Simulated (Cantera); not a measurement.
A closed system holds: 1 mol H2S, 3.6 mol H2O, a varied amount of O2, held at 2298.15 K and 1.33 mbar.

Cantera equilibrium calculation (NASA polynomials, part measured and part estimated; ideal gas, pure solids and liquids). Candidate condensed phases: H2O, H2SO4, S; 19 gas species. Kinetics and transport are ignored.

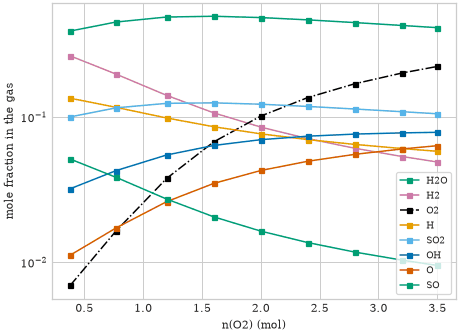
Equilibrium gas composition (values under 1e-9 drawn at 1e-9)

Problem. Read off the mole fractions at 3.5 mol O2.

Solution. H2O about 0.41, O2 about 0.22, SO2 about 0.11, OH about 0.079, O about 0.064, H about 0.058, H2 about 0.049, SO about 0.0095.
